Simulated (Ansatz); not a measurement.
# H4OSSi···HF: what the fields show

```xyz
9

Si   -0.9479   -0.4064    0.3627
F     1.3422    1.2348   -1.4976
H    -1.7331   -0.9309   -0.7801
H    -1.5259   -0.8003    1.6630
O    -0.7991    1.2153    0.3859
H     1.4470    0.3763   -1.1185
S     0.9629   -1.3848    0.0764
H    -0.2491    1.6067   -0.3050
H     1.5030   -0.9109    1.2132
```

The product side of a reaction path; geometry: PBE0-D4/def2-TZVP.

Computed with RKS PBE0-D4/def2-TZVPP (Ansatz 0.2.0).

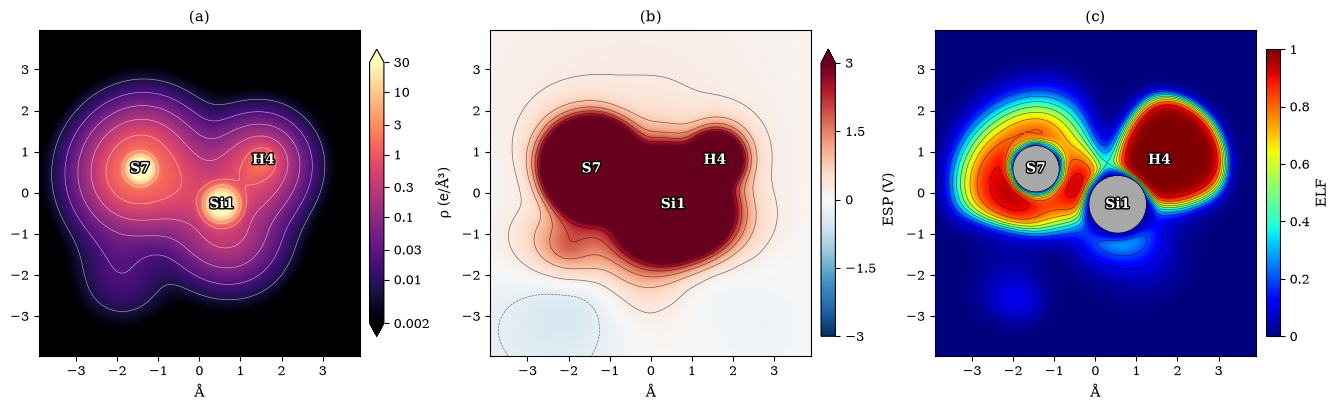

Figure 1. (a) total electron density; (b) electrostatic potential; (c) ELF on the plane of atoms H4, Si1 and S7. Grey discs cover the atomic cores in the ELF map.

What does the map show?

- The plane passes through Si, H and S nuclei.
- Si–S (2.17 Å): ρ at the midpoint is about 0.8 e/Å³; the ELF peaks at about 0.90 between the atoms; a shared electron pair.
- Si–H (1.48 Å): the density is about 0.84 e/Å³ at the midpoint; the ELF climbs to about 1 towards the hydrogen, as it does in any bond to H.
- The ELF also peaks beside S7, away from the bonds: lone-pair regions.
- Outside the dense part of the complex the potential is most negative (−0.5 V) near F2, which lies off the plane.

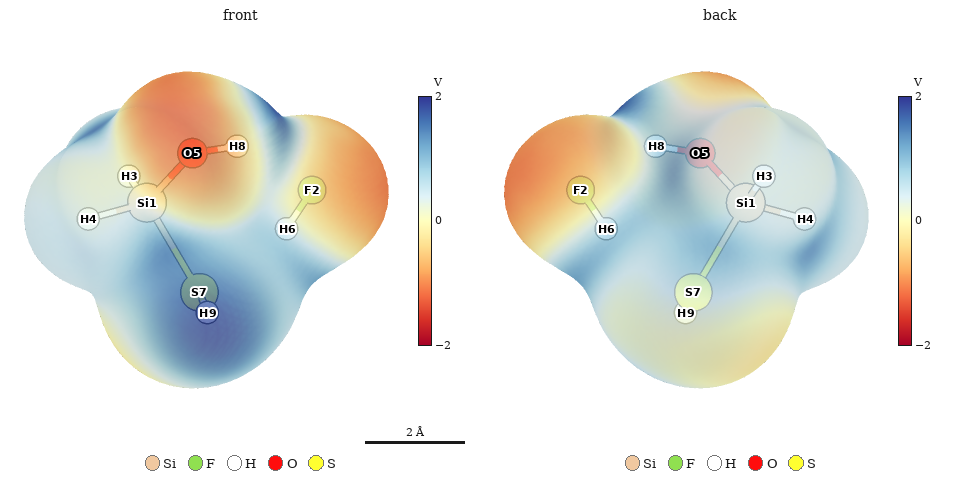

Figure 2. The electrostatic potential painted on the density surface at 0.002 e/bohr³, seen from the front and from behind; the colour scale runs from red (negative) to blue (positive).

Describe the electrostatic potential map.

The most negative region (about −1.2 V) lies over O5, the most positive (about +1.8 V) over H9. O5 is the likeliest acceptor of a hydrogen bond.

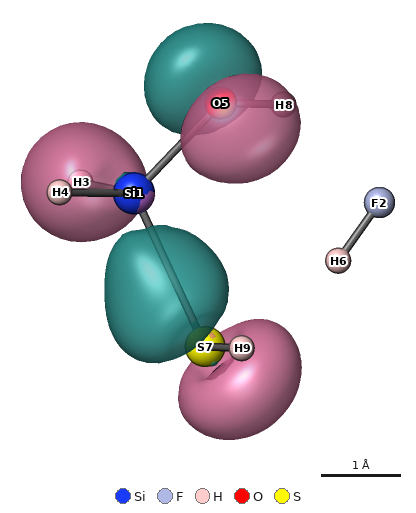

Figure 3. The HOMO−1 at ±0.15 Å⁻³ᐟ² (teal and pink are the two phases), seen at a tilt.

What is the character of this orbital?

Its weight (Hirshfeld) is mainly on O5 (about 35 %), S7 (about 30 %), Si1 (about 15 %) and H3 (about 15 %). Its energy is −9.21 eV.
